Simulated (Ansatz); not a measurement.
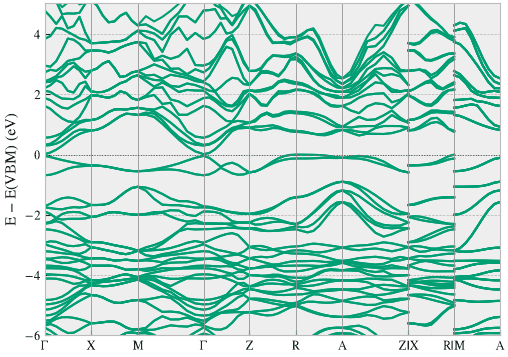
Figure: Band structure from r²SCAN with spin–orbit coupling (plane waves, PAW; program Ansatz)

Read off the gap and where the band edges lie.

About 0.0 eV (0.02 eV by a search for the band edges); maximum at R, minimum at Γ.

The material is Ga$_{3}$Ir in space group P4_2/mnm (No. 136; Ga on 4c, Ga on 8j, Ir on 4f).

The first step of the workflow began from a Materials Project structure, measured or hypothetical; the Crystallography Open Database copy checked does not list it. Its standing as an ambient phase is unchecked. The r²SCAN relaxation kept the symmetry of its start; whether a distortion lowers the energy is not shown. The run is not spin-polarised.

Potentials: the later of the program's two PAW sets.
